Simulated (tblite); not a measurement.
Run report: PH2O4 (charge −1), molecular dynamics

System: PH2O4 (dihydrogen phosphate), charge −1, SMILES O=P([O-])(O)O.
Method: GFN2-xTB Langevin dynamics, gas phase (tblite 0.8.0).

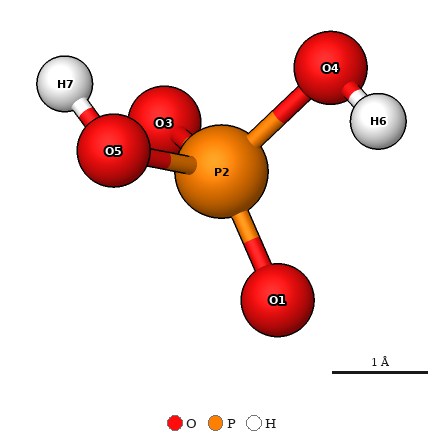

**Figure 1.** The input geometry (ball-and-stick view, seen at a tilt; atoms are numbered from 1 in the order of the input).

Input:
```
{"job": {"dt": 1.5, "steps": 8000, "equilibration": 400, "friction": 0.005, "h_mass": 4.0, "temperature": 220, "xc": "GFN2-xTB", "basis": "xTB", "kind": "md"}, "charge": -1, "multiplicity": 1}
O     -0.251086    -0.986290     1.401808
P     -0.277587    -0.352091     0.059468
O     -1.159790    -0.789877    -1.051734
O      1.299563    -0.315708    -0.491825
O     -0.516438     1.291407     0.250405
H      1.762958    -0.338390     0.340688
H     -0.844286     1.510567    -0.617121
```

The first line tells a small driver script what to run in tblite; the rest is the geometry in Å.

Launched with:
```bash
OMP_NUM_THREADS=1 python <driver script> task.json out
```

Output:
```
t/fs     T/K   E - E0/eV
     0.0    356.1     0.0000
   525.0    281.6     0.1648
  1050.0    198.6     0.0705
  1575.0    284.3     0.1419
  2100.0    135.7     0.1156
  2625.0    342.6     0.1179
  3150.0    113.0     0.1400
  3675.0    163.0     0.0834
  4200.0    275.4     0.1674
  4725.0    182.5     0.0881
  5250.0    229.4     0.1449
  5775.0    174.2     0.0997
  6300.0    313.2     0.1528
  6825.0    220.0     0.0964
  7350.0    192.6     0.1713
  7875.0    257.1     0.1665
  8400.0    212.2     0.1426
  8925.0    207.6     0.2791
  9450.0    257.2     0.0617
  9975.0    211.3     0.2541
 10500.0    146.3     0.2414
 11025.0    228.0     0.1030
 11550.0    317.9     0.0758
 12075.0    248.0     0.0963
 12600.0    177.8     0.0739
```

Trajectory as extended XYZ (Å, eV, eV/Å), 25 frames, from step=0 to step=8400:
```
7
Properties=species:S:1:pos:R:3:forces:R:3 step=0 time_fs=0.0 energy=-549.41791 temperature=356.1
O    -0.2511   -0.9863    1.4018    0.0010  -0.0010   0.0010
P    -0.2776   -0.3521    0.0595   -0.0030   0.0010   0.0010
O    -1.1598   -0.7899   -1.0517    0.0010   0.0000   0.0000
O     1.2996   -0.3157   -0.4918   -0.0010   0.0030   0.0000
O    -0.5164    1.2914    0.2504   -0.0010   0.0010   0.0010
H     1.7630   -0.3384    0.3407    0.0010  -0.0030   0.0000
H    -0.8443    1.5106   -0.6171    0.0010   0.0000  -0.0030
7
Properties=species:S:1:pos:R:3:forces:R:3 step=350 time_fs=525.0 energy=-549.25309 temperature=281.6
O    -0.3581   -0.1866    0.8381    0.2350   0.7130  -1.8560
P    -0.8546    0.2763   -0.5243   -0.7620  -1.2810   1.3480
O    -2.3170    0.1911   -0.7853    0.0150  -0.0220  -0.3130
O    -0.0371   -0.5092   -1.7760    0.0220  -0.0260   0.4430
O    -0.4292    1.8030   -0.9168    1.1500   0.5550   0.5560
H     0.8014   -0.7736   -1.4052   -0.1070   0.0740   0.1110
H    -1.1789    2.1097   -1.3931   -0.5530  -0.0140  -0.2900
7
Properties=species:S:1:pos:R:3:forces:R:3 step=700 time_fs=1050.0 energy=-549.34740 temperature=198.6
O    -1.1621    1.7389    1.1611    0.0870  -0.0220   0.5600
P    -1.1838    1.6512   -0.3062   -0.1950  -0.4190  -1.6190
O    -2.3930    1.8924   -1.1505    0.1340  -0.0740   0.3730
O    -0.5736    0.0976   -0.7481   -0.1800   0.8620   0.0110
O     0.0014    2.6091   -0.9733    0.2770  -0.1660   0.4890
H    -0.5043   -0.3014    0.1061    0.0670  -0.0870   0.3080
H    -0.2298    2.6171   -1.8935   -0.1910  -0.0930  -0.1220
7
Properties=species:S:1:pos:R:3:forces:R:3 step=1050 time_fs=1575.0 energy=-549.27601 temperature=284.3
O    -0.4296    2.8380    0.0353    0.3200   0.5530   0.2890
P    -1.2480    1.8830   -0.7231   -1.1090  -1.3200  -0.2540
O    -2.7465    1.7976   -0.6929    0.8560   0.5840  -0.3660
O    -0.7788    0.3184   -0.3249   -0.2290   0.0220   0.1330
O    -0.6791    1.7871   -2.3142   -0.4260   0.3420   0.4590
H     0.1368    0.4716   -0.1715    0.6900  -0.0430   0.1950
H    -1.3335    1.1277   -2.5157   -0.1030  -0.1370  -0.4560
7
Properties=species:S:1:pos:R:3:forces:R:3 step=1400 time_fs=2100.0 energy=-549.30228 temperature=135.7
O    -0.6477    2.5279   -1.1412   -0.1590  -0.5100   0.1950
P    -1.5449    1.4707   -0.5965    0.8430  -0.9840  -0.2890
O    -2.8859    1.7169   -0.0633   -1.0410   0.6210   0.7890
O    -0.6492    0.5696    0.5873   -0.5130   0.5530  -0.7540
O    -1.8265    0.2314   -1.7026    0.5900   0.1750   0.1310
H     0.1622    1.0604    0.5533    0.1900   0.0240  -0.0160
H    -2.5308   -0.2144   -1.2348    0.0900   0.1210  -0.0560
7
Properties=species:S:1:pos:R:3:forces:R:3 step=1750 time_fs=2625.0 energy=-549.30003 temperature=342.6
O    -0.5119    2.4003   -2.0946   -0.4590  -0.8100   0.8680
P    -1.1223    1.3858   -1.1592    0.5310   1.0220   0.4610
O    -2.3793    1.6030   -0.3746    0.4570  -0.0310  -0.5620
O     0.0468    0.8553   -0.0636   -0.0960   0.5390   0.3430
O    -1.2108   -0.0551   -1.9001   -0.6890  -0.7410  -0.8750
H     0.8680    0.9997   -0.5128    0.1830   0.0890  -0.2200
H    -1.9704   -0.4036   -1.4406    0.0730  -0.0680  -0.0160
7
Properties=species:S:1:pos:R:3:forces:R:3 step=2100 time_fs=3150.0 energy=-549.27796 temperature=113.0
O    -0.3658    3.6902   -1.4358    0.8320   1.5630  -1.5770
P    -0.8360    2.4797   -0.7941   -0.6390  -0.7450   2.2400
O    -1.9642    2.5167    0.1642   -0.4040  -0.0270   0.5050
O     0.4855    1.7990   -0.0158   -0.2710  -0.3300   0.3880
O    -1.1843    1.2613   -1.7985   -0.2390  -1.0380  -0.9630
H     1.1887    1.9933   -0.6109    0.4290   0.1940  -0.3460
H    -1.7341    0.7103   -1.2297    0.2920   0.3830  -0.2480
7
Properties=species:S:1:pos:R:3:forces:R:3 step=2450 time_fs=3675.0 energy=-549.33452 temperature=163.0
O    -0.8997    3.8193   -1.1794    0.2730  -0.1270   0.0260
P    -0.4907    2.7760   -0.2026    0.2650  -0.4620  -1.8250
O    -1.0920    2.6325    1.1124   -0.7280  -0.1590   1.6780
O     1.1614    2.8376   -0.0019    0.2100   0.1180  -0.2860
O    -0.6298    1.2284   -0.9509    0.1860   0.1960   1.0690
H     1.4910    3.2927   -0.7789   -0.2570  -0.1650   0.1600
H    -0.6780    0.6796   -0.1451    0.0510   0.6000  -0.8220
7
Properties=species:S:1:pos:R:3:forces:R:3 step=2800 time_fs=4200.0 energy=-549.25052 temperature=275.4
O    -0.2235    4.3104   -0.0479    0.3110   1.2990  -0.3220
P    -0.3214    3.1688    0.8744   -1.5120  -0.8730  -0.3990
O    -0.9526    3.1960    2.2089   -0.0400   0.2150   0.4590
O     1.0806    2.3993    0.8858    1.1780  -0.2750  -0.6070
O    -1.1561    1.9960   -0.0494   -0.6610  -0.2160   0.4860
H     1.2156    2.5177   -0.0673    0.1830  -0.1870   0.6460
H    -2.0052    1.9376    0.4044    0.5410   0.0370  -0.2630
7
Properties=species:S:1:pos:R:3:forces:R:3 step=3150 time_fs=4725.0 energy=-549.32986 temperature=182.5
O     0.8177    4.7048    0.3675    0.0880   0.1860   0.1000
P     0.0672    3.6402    1.0699   -0.3820  -0.9650  -0.3100
O    -0.7249    3.8401    2.3174    0.0370  -0.0500  -0.6350
O     1.1017    2.3503    1.3015    0.6820   0.3510   0.0060
O    -0.8629    2.8240   -0.1205   -0.2460   0.5340   0.5710
H     1.8270    2.6286    0.7322   -0.4190  -0.1700   0.2330
H    -1.5919    2.4321    0.3599    0.2400   0.1140   0.0350
7
Properties=species:S:1:pos:R:3:forces:R:3 step=3500 time_fs=5250.0 energy=-549.27305 temperature=229.4
O     0.0027    5.4562   -1.2202    0.5150   0.9220  -0.8760
P    -0.4268    4.5532   -0.1627   -0.9160  -2.1440   1.5730
O    -1.0079    4.8955    1.1652    0.4190   0.6250  -0.0720
O     0.8452    3.4376    0.1692   -0.7820   0.5310   0.1000
O    -1.5732    3.4513   -0.7473    0.5910  -0.0220   0.3670
H     1.3695    3.5109   -0.6089    0.3460   0.0330  -0.5120
H    -1.7148    3.0973    0.1403   -0.1730   0.0550  -0.5790
7
Properties=species:S:1:pos:R:3:forces:R:3 step=3850 time_fs=5775.0 energy=-549.31823 temperature=174.2
O     0.7190    5.7578    0.0267    0.5930   0.1980  -0.4280
P    -0.1578    4.6918    0.5587   -0.0820   0.9700  -0.0890
O    -0.6154    4.7222    1.9527   -0.6500  -0.1130   1.1250
O     0.5153    3.2488    0.2694    0.5020  -0.8490  -0.3420
O    -1.4839    4.6080   -0.4289   -1.3580  -0.3260   0.5670
H     1.1669    3.4867   -0.3827   -0.0110  -0.0160  -0.0620
H    -2.2170    4.4658    0.2086    1.0070   0.1350  -0.7710
7
Properties=species:S:1:pos:R:3:forces:R:3 step=4200 time_fs=6300.0 energy=-549.26508 temperature=313.2
O     1.7387    5.2479    1.2364   -0.2790   0.2720  -0.0070
P     0.6259    4.4168    1.7889   -0.3940   0.5970  -0.1870
O    -0.1453    4.8442    3.0080    0.5260  -0.6650  -0.7040
O     1.3126    2.9156    1.8244   -0.2380  -0.0450   0.2580
O    -0.5520    4.1358    0.5715   -0.2500   0.6100   1.0030
H     2.0604    3.1849    1.2885   -0.1300  -0.2500   0.0940
H    -1.3081    4.5853    0.9946    0.7650  -0.5180  -0.4560
7
Properties=species:S:1:pos:R:3:forces:R:3 step=4550 time_fs=6825.0 energy=-549.32155 temperature=220.0
O     2.1491    4.6497    1.0200    0.5170   0.2950  -0.7720
P     1.3815    4.0562    2.1262   -0.4640   0.6370   0.2080
O     1.3295    4.6401    3.4844    0.0670   0.2280   0.5070
O     1.8140    2.5060    2.2814    0.3350  -1.5920  -0.7500
O    -0.2159    3.9057    1.6575   -0.2260  -0.0260   0.2990
H     1.9961    2.1382    1.3937   -0.2210   0.6280   0.8760
H    -0.5758    4.1919    2.5006   -0.0070  -0.1690  -0.3670
7
Properties=species:S:1:pos:R:3:forces:R:3 step=4900 time_fs=7350.0 energy=-549.24661 temperature=192.6
O     3.0403    3.2789    1.1971    0.3170   0.3040  -0.4790
P     2.0835    3.5707    2.2775   -1.7370  -0.6340  -1.4590
O     2.5004    3.9341    3.6303   -0.1210   0.3120   0.8900
O     1.0455    2.1911    2.2891    0.2200   0.6530   0.1100
O     0.8628    4.7279    1.7227    0.9650  -0.7590   0.9690
H     0.9843    1.9534    1.3592    0.1930   0.2630   0.3760
H     0.5321    5.0074    2.5835    0.1620  -0.1390  -0.4070
7
Properties=species:S:1:pos:R:3:forces:R:3 step=5250 time_fs=7875.0 energy=-549.25137 temperature=257.1
O     2.7729    2.1475    1.6736    0.1520  -0.6520  -0.5540
P     2.2711    3.4194    2.1929   -0.6270   3.1200   0.6600
O     3.0779    4.4451    2.9358   -0.1050  -1.0430  -0.1590
O     0.8812    3.1409    3.0858    0.3350   0.1690   0.3430
O     1.4838    4.4206    1.0097    0.2720  -1.0810  -0.0650
H     0.4667    2.4403    2.6124   -0.1880  -0.4810  -0.3020
H     1.3175    5.1857    1.5519    0.1600  -0.0310   0.0760
7
Properties=species:S:1:pos:R:3:forces:R:3 step=5600 time_fs=8400.0 energy=-549.27533 temperature=212.2
O     3.3061    2.2923    2.4341   -0.4070   1.2000   0.3250
P     2.3534    3.4551    2.3140    0.6950  -0.9330  -1.0980
O     2.6506    4.7688    1.6691    0.3250  -0.1370   0.6370
O     1.5819    3.6974    3.7620   -0.0020   0.4390   0.2630
O     1.0642    2.8802    1.4732   -0.5550  -0.4500  -0.0340
H     1.8945    2.9871    4.3014    0.1540  -0.3240   0.1060
H     0.4906    3.6253    1.5981   -0.2110   0.2050  -0.1990
7
Properties=species:S:1:pos:R:3:forces:R:3 step=5950 time_fs=8925.0 energy=-549.13879 temperature=207.6
O     2.9427    2.7401    1.9483   -0.3630  -0.0090   0.8850
P     2.1224    3.5223    2.9565   -0.1520   0.3500  -2.7970
O     1.6146    4.8565    2.5295    0.3300  -0.1040   0.6950
O     2.8378    3.5410    4.3717    0.5970   1.4780   1.4340
O     0.8342    2.5961    3.3903   -0.3790  -1.0800  -0.4470
H     3.2037    2.7090    4.5943    0.2640  -0.8450  -0.1220
H     0.9357    1.9772    2.6595   -0.2980   0.2100   0.3520
7
Properties=species:S:1:pos:R:3:forces:R:3 step=6300 time_fs=9450.0 energy=-549.35619 temperature=257.2
O     2.9974    4.1659    2.6126    0.5070   0.1300  -0.1600
P     2.3736    3.7842    3.8946   -1.1840  -0.1010   0.6310
O     1.9855    4.7364    4.9787    0.3510  -0.2740  -0.3970
O     3.1635    2.5012    4.5929    0.8150  -0.0620  -0.0350
O     1.0186    2.8808    3.4920   -0.3970   0.2010   0.0170
H     2.8175    2.4854    5.4769   -0.1300   0.1370   0.1000
H     1.3283    2.4683    2.6946    0.0380  -0.0300  -0.1550
7
Properties=species:S:1:pos:R:3:forces:R:3 step=6650 time_fs=9975.0 energy=-549.16384 temperature=211.3
O     2.8939    5.2386    3.5585    0.3560   0.7240  -0.5520
P     1.9759    4.1229    3.2550    1.9310   0.0420   0.8670
O     0.6516    4.1054    3.8696   -1.4830  -0.5160  -0.0080
O     2.8692    2.7547    3.7286   -1.7830  -1.0510   0.0550
O     1.9948    3.7366    1.6474    0.5130   0.1150  -0.2720
H     2.0900    2.1494    3.7464    1.2060   0.5430   0.1320
H     2.9644    3.6781    1.6081   -0.7420   0.1420  -0.2230
7
Properties=species:S:1:pos:R:3:forces:R:3 step=7000 time_fs=10500.0 energy=-549.17655 temperature=146.3
O     2.2853    5.0394    4.3077    0.2650   0.0300   0.2810
P     1.7006    4.1298    3.2992    2.0720  -0.0330   0.0410
O     0.2890    3.7474    3.3798   -0.8200  -0.3580  -0.7190
O     2.6272    2.6294    3.2591   -0.3130   1.8660   0.1180
O     2.2089    4.8582    1.8060   -0.8010  -1.0250   0.5320
H     2.0355    2.1115    2.7471   -0.4940  -0.4700  -0.3930
H     2.7952    5.5112    2.1691    0.0910  -0.0100   0.1400
7
Properties=species:S:1:pos:R:3:forces:R:3 step=7350 time_fs=11025.0 energy=-549.31491 temperature=228.0
O     2.4180    3.9535    5.3030   -0.3730   0.2900   0.4520
P     2.0357    3.7092    3.8932   -1.0490   0.1990  -0.4840
O     0.9120    4.3729    3.1204    1.1610  -0.6450   0.8940
O     1.7976    2.0429    3.7581    0.3380   0.3580   0.1770
O     3.4494    3.8787    3.0723    0.9520  -0.6810   0.3300
H     1.2255    2.0427    3.0102   -0.3680  -0.1050  -0.4630
H     4.0302    3.4896    3.7651   -0.6610   0.5830  -0.9060
7
Properties=species:S:1:pos:R:3:forces:R:3 step=7700 time_fs=11550.0 energy=-549.34214 temperature=317.9
O     2.5061    5.6369    4.9247    0.0350   0.8520   0.7060
P     2.4384    4.5117    3.9902    0.0670  -0.9930  -0.6120
O     1.6115    4.4902    2.7615   -0.0840   0.0680  -0.2120
O     2.0650    3.1277    4.8409    0.3600   0.9600   1.4910
O     4.0105    4.1032    3.5840    0.8600   0.5950   0.9770
H     1.8303    2.5091    4.1986   -0.4040  -0.9410  -1.2640
H     4.5183    4.4815    4.3423   -0.8340  -0.5410  -1.0850
7
Properties=species:S:1:pos:R:3:forces:R:3 step=8050 time_fs=12075.0 energy=-549.32157 temperature=248.0
O     2.0563    4.9377    5.0418   -0.0430  -0.4720  -0.4230
P     2.2116    4.1365    3.7807    0.1160   1.7300   0.9690
O     1.2599    4.2173    2.6534   -0.3990  -0.1410  -0.4030
O     2.4640    2.5732    4.1246    0.1430  -0.6650   1.0490
O     3.7293    4.4733    3.2193    0.8090   0.4060   0.3570
H     2.1013    2.2789    3.3175   -0.3490  -0.7270  -0.8950
H     4.1677    4.6937    4.0557   -0.2770  -0.1320  -0.6530
7
Properties=species:S:1:pos:R:3:forces:R:3 step=8400 time_fs=12600.0 energy=-549.34402 temperature=177.8
O     2.4215    4.9085    4.0677    0.4110  -0.9620  -0.5750
P     2.7787    3.8178    3.0883   -0.4950   0.2630   0.0370
O     2.8151    4.0283    1.6183    0.0150   0.1270   0.0580
O     1.7182    2.4962    3.3131    0.2640   0.3450  -0.2450
O     4.2237    3.1309    3.5714   -0.6480   0.2270   0.1970
H     1.4106    2.3688    2.4092    0.2680   0.0900   0.4640
H     4.1002    3.3289    4.4966    0.1840  -0.0900   0.0650
```

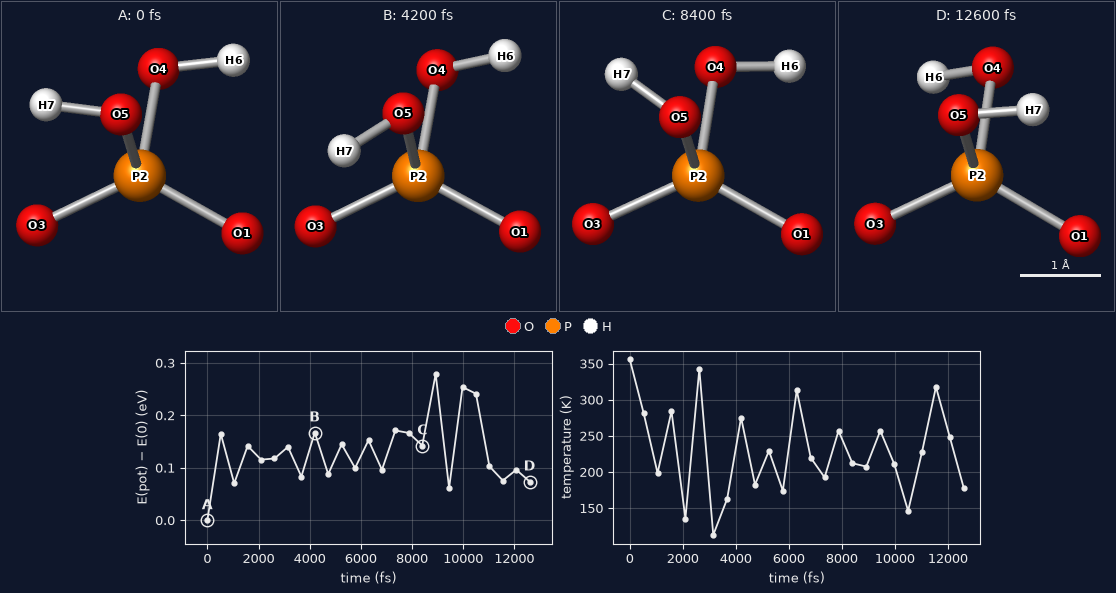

**Figure 2.** Frames of the molecular dynamics (ball-and-stick, seen at an oblique angle) above the curves, on which the letters mark them. The trajectory kept here has 25 frames over 12600 fs. The temperature starts at 356 K, ranges from 113 to 356 K and averages 230 K over the second half. The potential energy ends 0.074 eV above its first value. After an unweighted best fit of the last frame on the first, the root-mean-square displacement is 0.77 Å.

Summary:

```tsv
quantity	value
outcome	finished
mean temperature over the second half	230 K
trajectory	25 frames kept, 12600 fs
hardware	1 CPU thread, shared host
wall time	19 s
peak memory	0.37 GiB
```
